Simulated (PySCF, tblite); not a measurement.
# C₇H₉O radical: geometry, infrared bands and EPR parameters

What infrared bands and EPR parameters should C₇H₉O radical (`C=C1[CH][C@H](CO)C1=C`) show?

Computed with tblite 0.8.0 and PySCF 2.14.0, with density-fitted response routines of our own, on a single molecule in the gas phase. Atoms count from 0, in the outputs and in this text.

**1. The molecule as given**

17 atoms, charge 0, multiplicity 2; geometry from: force field or distance geometry start.

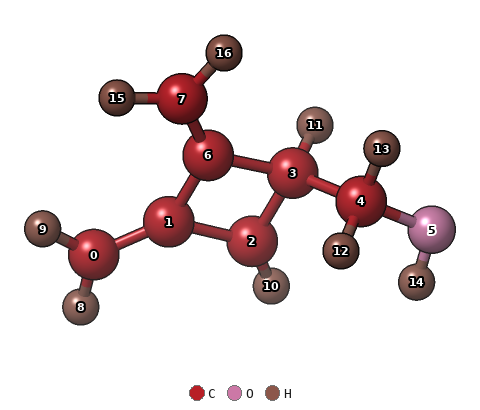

As it starts; carbon red, oxygen pink, hydrogen brown, atoms numbered; sticks join atoms by distance.

**2. Geometry optimisation with GFN2-xTB**

What the job is given:

```
{"job": {"kind": "relax", "xc": "GFN2-xTB", "basis": "xTB"}, "charge": 0, "multiplicity": 2}
C     -2.242800    -1.451200    -0.105800
C     -1.120500    -0.771100    -0.261500
C      0.318900    -1.145100    -0.590100
C      0.746700     0.254500    -0.510600
C      1.766700     0.531400     0.607100
O      3.028900    -0.040400     0.263600
C     -0.707100     0.597700    -0.170300
C     -1.337600     1.745400     0.095500
H     -2.270900    -2.526800    -0.235800
H     -3.175000    -0.933800     0.151100
H      0.795500    -2.071000    -0.825600
H      1.094100     0.628800    -1.467500
H      1.452700     0.143600     1.585900
H      1.921800     1.612100     0.701200
H      2.936300    -0.995800     0.348000
H     -2.410300     1.749000     0.312600
H     -0.804400     2.684800     0.092500
```

Command:

```
> OMP_NUM_THREADS=1 python probes_run.py task.json out
```

One launch serves the whole session: the jobs run in the order shown.

The log of the run:

```text
step      E/eV     max force
  0    -639.08723    4.087
  1    -639.37139    1.236
  2    -639.40683    0.895
  3    -639.42136    0.348
  4    -639.43125    0.270
  5    -639.44187    0.260
  6    -639.44689    0.226
  7    -639.45135    0.152
  8    -639.45380    0.092
  9    -639.45501    0.074
 10    -639.45577    0.077
 11    -639.45648    0.067
 12    -639.45715    0.062
 13    -639.45772    0.052
 14    -639.45816    0.053
 15    -639.45849    0.041
 16    -639.45878    0.050
 17    -639.45906    0.048
 18    -639.45931    0.036
 19    -639.45952    0.039
 20    -639.45969    0.029
 21    -639.45987    0.031
 22    -639.46005    0.029
 23    -639.46020    0.029
 24    -639.46030    0.022
 25    -639.46037    0.018
 26    -639.46043    0.019
 27    -639.46048    0.016
 28    -639.46053    0.014
 29    -639.46056    0.015
 30    -639.46060    0.016
 31    -639.46064    0.016
 32    -639.46069    0.017
 33    -639.46074    0.015
 34    -639.46079    0.017
 35    -639.46084    0.017
 36    -639.46087    0.014
 37    -639.46090    0.010
 38    -639.46091    0.010
```

Run time: 0.2 s. Hardware: 1 thread of Intel Xeon 6975P-C, shared host.

The steps of the relaxation: (not every step is listed)

| step | energy from step 0 (eV) | largest force (eV/Å) |
| --- | --- | --- |
| 0 | 0.0000 | 4.0867 |
| 1 | -0.2842 | 1.2358 |
| 2 | -0.3196 | 0.8949 |
| 3 | -0.3341 | 0.3484 |
| 4 | -0.3440 | 0.2702 |
| 5 | -0.3546 | 0.2602 |
| 6 | -0.3597 | 0.2260 |
| 7 | -0.3641 | 0.1522 |
| 8 | -0.3666 | 0.0923 |
| 10 | -0.3685 | 0.0769 |
| 12 | -0.3699 | 0.0621 |
| 14 | -0.3709 | 0.0526 |
| 16 | -0.3716 | 0.0502 |
| 18 | -0.3721 | 0.0355 |
| 20 | -0.3725 | 0.0287 |
| 22 | -0.3728 | 0.0290 |
| 24 | -0.3731 | 0.0225 |
| 26 | -0.3732 | 0.0190 |
| 28 | -0.3733 | 0.0141 |
| 30 | -0.3734 | 0.0159 |
| 32 | -0.3735 | 0.0166 |
| 33 | -0.3735 | 0.0152 |
| 34 | -0.3736 | 0.0171 |
| 35 | -0.3736 | 0.0170 |
| 36 | -0.3736 | 0.0145 |
| 37 | -0.3737 | 0.0102 |
| 38 | -0.3737 | 0.0101 |

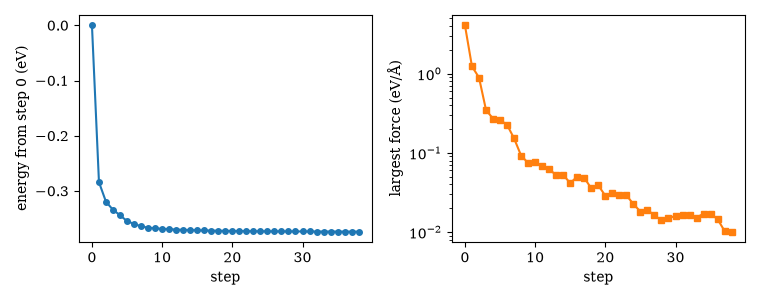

Energy and largest force along the relaxation.

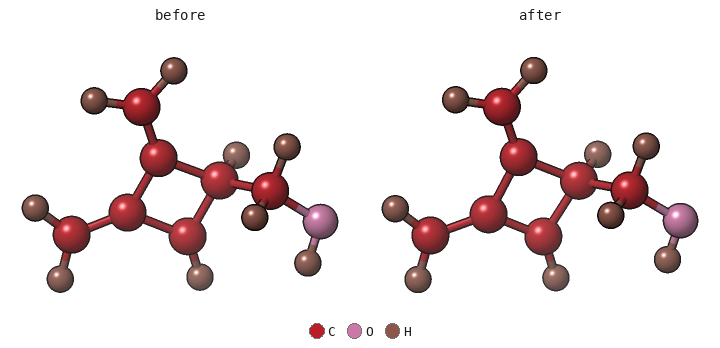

Before and after, at one scale.

Close pairs (by a distance rule), those that changed most:

```csv
bond,before (Å),after (Å),change (Å)
C1–C2,1.523,1.400,-0.123
C1–C6,1.433,1.480,+0.047
C0–C1,1.321,1.360,+0.039
C2–C3,1.466,1.502,+0.037
C4–O5,1.428,1.404,-0.023
C0–H9,1.097,1.074,-0.022
C6–C7,1.336,1.318,-0.019
C7–H15,1.094,1.077,-0.017
```

The final coordinates are the input of the step that follows.

**3. Vibrational analysis with GFN2-xTB**

What the job is given:

```
{"job": {"kind": "ir", "xc": "GFN2-xTB", "basis": "xTB"}, "charge": 0, "multiplicity": 2}
C     -2.245430    -1.479965    -0.109642
C     -1.070876    -0.812121    -0.266053
C      0.245627    -1.169069    -0.580588
C      0.751130     0.243495    -0.500980
C      1.770929     0.538812     0.610037
O      3.037198    -0.003872     0.337416
C     -0.690720     0.614618    -0.171739
C     -1.310470     1.746357     0.095380
H     -2.298416    -2.547381    -0.230327
H     -3.151007    -0.957830     0.138943
H      0.728532    -2.101267    -0.803754
H      1.135174     0.654367    -1.440735
H      1.379257     0.163722     1.567417
H      1.920489     1.617699     0.693232
H      2.944635    -0.957915     0.236009
H     -2.364550     1.773907     0.314665
H     -0.788500     2.688473     0.100808
```

The log of the run:

```text
mode    cm-1     km/mol
  1      67.2      2.02
  2      96.1      2.90
  3     141.3      0.91
  4     232.4      0.53
  5     265.5      4.61
  6     323.2     30.13
  7     358.7      1.53
  8     376.8    158.48
  9     476.4      0.18
 10     494.1      5.04
 11     614.3      2.36
 12     637.2     15.36
 13     701.7      1.31
 14     728.4      0.05
 15     765.5     25.27
 16     825.1      0.51
 17     882.0     21.52
 18     894.5     20.96
 19     936.2      5.11
 20     963.1      2.99
 21    1014.0      9.34
 22    1055.3     16.58
 23    1080.5    136.14
 24    1108.8      3.62
 25    1125.8      1.56
 26    1182.5      2.79
 27    1201.8      0.27
 28    1268.7     37.61
 29    1289.5      0.88
 30    1311.5     11.81
 31    1336.1    111.90
 32    1390.8      0.04
 33    1409.7      0.22
 34    1475.1      1.14
 35    1556.0      0.36
 36    1774.8     13.13
 37    2869.9     50.25
 38    2913.0     48.82
 39    2981.4     23.62
 40    3099.4     15.30
 41    3114.8      8.31
 42    3123.6     26.39
 43    3131.1     43.79
 44    3152.2     26.20
 45    3542.7      8.25
```

It took 0.48 s on 1 thread of Intel Xeon 6975P-C, shared host.

Which atoms move in the most intense modes:

```
cm⁻¹  km/mol                                  atoms
 323    30.1             C1 24 %, H14 16 %, O5 10 %
 377   158.5                      H14 61 %, O5 19 %
1080   136.1             C4 35 %, O5 27 %, H13 15 %
1269    37.6             C3 36 %, C2 16 %, H11 12 %
1336   111.9  H13 40 %, H12 19 %, H14 18 %, C4 16 %
2870    50.2                               H12 92 %
2913    48.8                               H11 92 %
3131    43.8                               H10 91 %
```

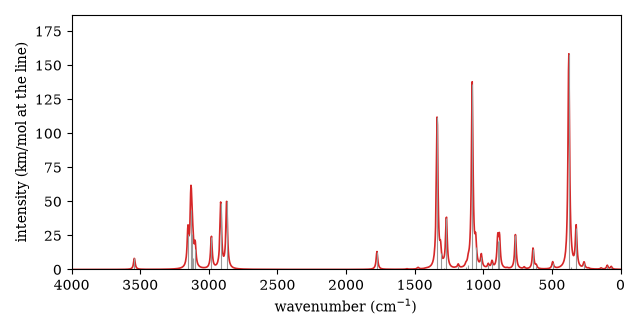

The infrared spectrum from these modes, unscaled. Lines are broadened to a width of 14 cm⁻¹ (Lorentzian).

**4. g tensor and hyperfine couplings: B3LYP/pcH-1**

Settings changed since step 3:

```diff
@@ -1,2 +1,2 @@
-{"job": {"kind": "ir", "xc": "GFN2-xTB", "basis": "xTB"}, "charge": 0, "multiplicity": 2}
+{"job": {"kind": "epr", "basis": "pcH-1"}, "charge": 0, "multiplicity": 2}
 C     -2.245430    -1.479965    -0.109642
```

Level: UKS B3LYP, pcH-1 on C H O, non-relativistic, mean-field spin-orbit, GIAO.

The log of the run:

```text
UKS, coarse grid
  cycle   1  E = -347.17672088  |g| = 5.22e-01
  cycle   2  E = -347.07734293  |g| = 7.50e-01
  cycle   3  E = -347.28351798  |g| = 9.65e-02
  cycle   4  E = -347.28703270  |g| = 4.84e-02
  cycle   5  E = -347.28814450  |g| = 2.31e-02
  cycle   6  E = -347.28843901  |g| = 5.57e-03
  cycle   7  E = -347.28848454  |g| = 2.69e-03
  cycle   8  E = -347.28849544  |g| = 1.76e-03
  cycle   9  E = -347.28849893  |g| = 5.99e-04
UKS, final grid
  cycle   1  E = -347.28850947  |g| = 7.64e-04
  cycle   2  E = -347.28850914  |g| = 1.29e-03
  cycle   3  E = -347.28851003  |g| = 1.58e-04
  cycle   4  E = -347.28851013  |g| = 1.36e-04
  cycle   5  E = -347.28851016  |g| = 5.96e-05
  cycle   6  E = -347.28851016  |g| = 1.30e-05
E = -347.28851016 Eh   <S^2> = 0.7840 (exact 0.7500)
g shifts (ppm)      1          2          3
  rmc          -140       -140       -140
  gc              5         30         30
  oz_so          15        553        728
  total        -121        443        618
hyperfine (MHz)  atom isotope    a_iso     a_fc   dipolar eigenvalues
    0   13C      51.61      51.61    -50.12    -48.74     98.86
    1   13C     -49.56     -49.56    -27.25      9.23     18.01
    2   13C      63.12      63.12    -53.35    -51.31    104.66
    3   13C     -23.63     -23.63     -2.11      0.83      1.28
    4   13C      40.25      40.25     -3.87     -3.45      7.33
    5   17O      -1.70      -1.70     -0.96      0.18      0.78
    6   13C      12.66      12.66     -3.12     -2.49      5.61
    7   13C      -7.16      -7.16    -12.15      5.55      6.60
    8    1H     -39.43     -39.43    -21.58     -1.40     22.98
    9    1H     -40.88     -40.88    -24.33     -0.48     24.82
   10    1H     -41.55     -41.55    -23.77     -1.03     24.80
   11    1H      70.31      70.31     -3.12     -2.57      5.70
   12    1H      -2.53      -2.53     -3.64     -1.08      4.72
   13    1H       4.21       4.21     -2.17     -1.40      3.57
   14    1H       0.92       0.92     -2.25     -1.87      4.12
   15    1H       4.99       4.99     -3.49     -1.38      4.86
   16    1H       5.35       5.35     -2.19     -1.04      3.23
```

Run time: 59 s. Hardware: 1 thread of Intel Xeon 6975P-C, shared host; peak memory 0.97 GiB.

Principal g values 2.00220, 2.00276, 2.00294; g(iso) = 2.00263, against 2.00232 for a free electron.

Hyperfine couplings, nucleus by nucleus at this fixed geometry (no averaging over rotations):

```
nuclei  isotope  a(iso) (MHz)  a(iso) (G, at g = 2.0023)  largest dipolar term (MHz)
   H11       1H          70.3                       25.1                         5.7
    C2      13C          63.1                       22.5                       104.7
    C0      13C          51.6                       18.4                        98.9
    C1      13C         -49.6                      -17.7                       -27.2
   H10       1H         -41.5                      -14.8                        24.8
    H9       1H         -40.9                      -14.6                        24.8
    C4      13C          40.2                       14.4                         7.3
    H8       1H         -39.4                      -14.1                        23.0
    C3      13C         -23.6                       -8.4                        -2.1
    C6      13C          12.7                        4.5                         5.6
    C7      13C          -7.2                       -2.6                       -12.2
   H16       1H           5.4                        1.9                         3.2
   H15       1H           5.0                        1.8                         4.9
   H13       1H           4.2                        1.5                         3.6
```

Mulliken spin populations:

C0 0.67; C1 -0.26; C2 0.67; C3 -0.06; C4 0.03; O5 0.00; C6 0.06; C7 -0.08; H8 -0.03; H9 -0.03; H10 -0.03; H11 0.03; H12 0.00; H13 0.00; H14 0.00; H15 0.00; H16 0.00

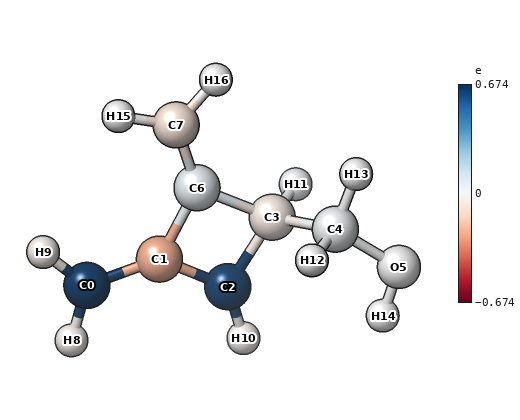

Mulliken spin populations, as colours on the atoms.

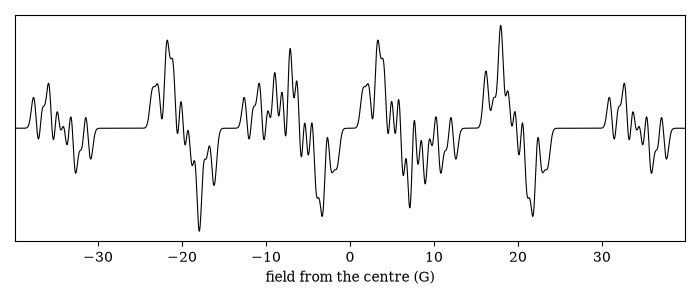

First-order isotropic spectrum (first derivative, main isotopes with spin only, couplings over 0.8 MHz, Gaussian width 0.3 G; couplings of the frozen geometry, rotation of groups not averaged beyond the rows shown).

The fields below are evaluated on a grid from the run's orbitals.

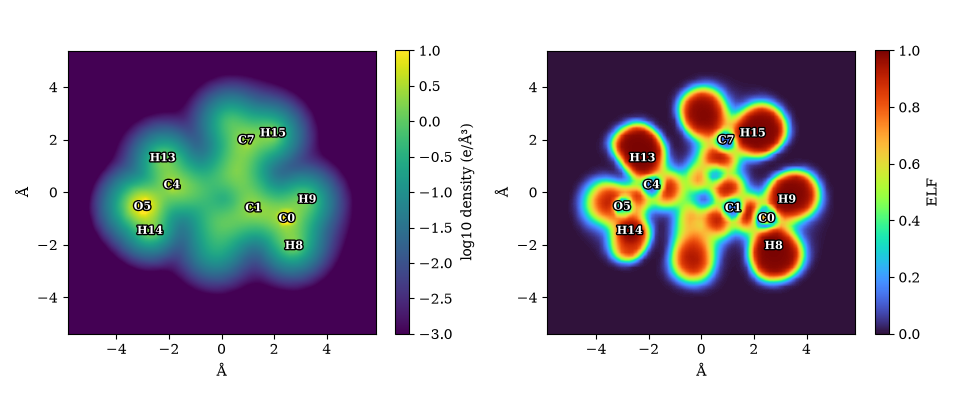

Density (left) and ELF (right) in a plane through or near 10 of the atoms.

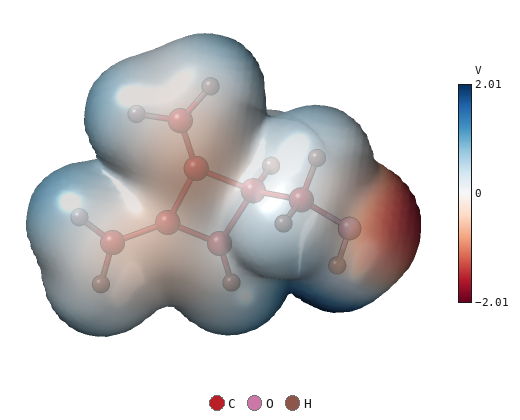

The potential that a unit positive charge feels on the 0.002 e/bohr³ surface, from -1.59 V near O5 to 2.01 V near H14.

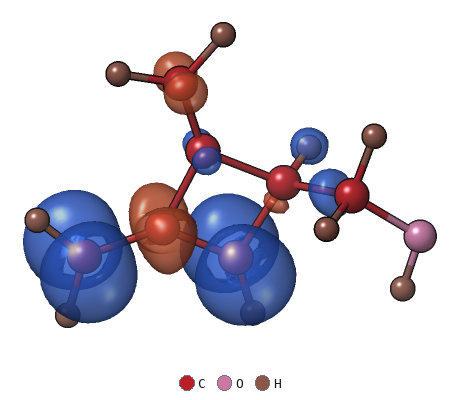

Spin density at ±0.03 e/Å³ (alpha excess blue, beta excess red).

**5. Results**

| quantity | value |
| --- | --- |
| strongest single infrared mode (GFN2-xTB) | 377 cm⁻¹, 158 km/mol |
| zero-point energy (GFN2-xTB) | 84.8 kcal/mol |
| g(iso) (B3LYP) | 2.00263 |
| ⟨S²⟩ | 0.784 (exact 0.75) |
| largest a(iso) | 1H on H11, 70.3 MHz |
| surface potential, least and greatest | -1.59 V and 2.01 V |

**Reading.** Over 38 steps the energy fell by 0.374 eV; of the close pairs, C1–C2 changed most, 1.523 to 1.400 Å. All 45 modes are real, so the xTB geometry is a minimum. The strongest single mode, at 377 cm⁻¹, moves mainly H14. Unscaled tight-binding wavenumbers are off by several per cent, some by more. Its intensities can rank the bands wrongly. The largest spin populations lie on C2 (0.67 e), C0 (0.67 e). The isotropic g lies 0.3 ppt above the free-electron value.
